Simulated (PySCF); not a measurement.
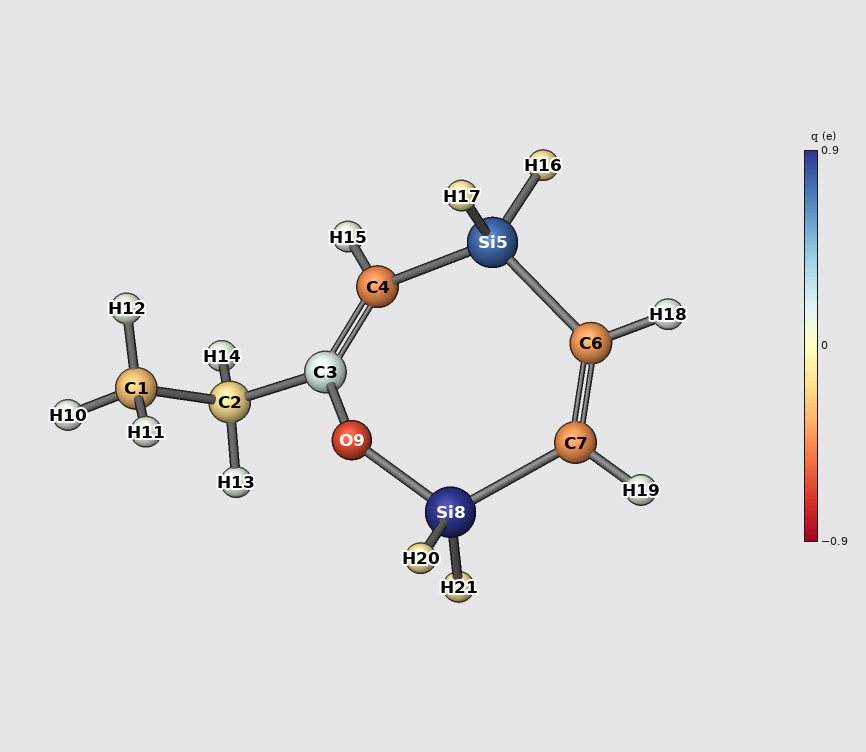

Atoms are coloured by their Mulliken charges. The computed structure is the end point of a GFN2-xTB optimisation. No frequency run is at hand to confirm it as a minimum. Method: PBE0/pcSseg-1, gas phase (PySCF 2.14.0).

Give the Mulliken charges atom by atom.

| atom | value (e) |
| --- | --- |
| C1 | −0.28 |
| C2 | −0.17 |
| C3 | 0.16 |
| C4 | −0.45 |
| Si5 | 0.75 |
| C6 | −0.41 |
| C7 | −0.42 |
| Si8 | 0.89 |
| O9 | −0.63 |
| H10 | 0.12 |
| H11 | 0.13 |
| H12 | 0.12 |
| H13 | 0.13 |
| H14 | 0.12 |
| H15 | 0.12 |
| H16 | −0.11 |
| H17 | −0.07 |
| H18 | 0.13 |
| H19 | 0.13 |
| H20 | −0.12 |
| H21 | −0.12 |

Mulliken values depend strongly on the basis set and can even reverse the polarity of a bond. The geometry is semi-empirical. Around Si such bond lengths and angles can be off by a tenth of an ångström or more and by several degrees, and values that hang on the shape move with them.
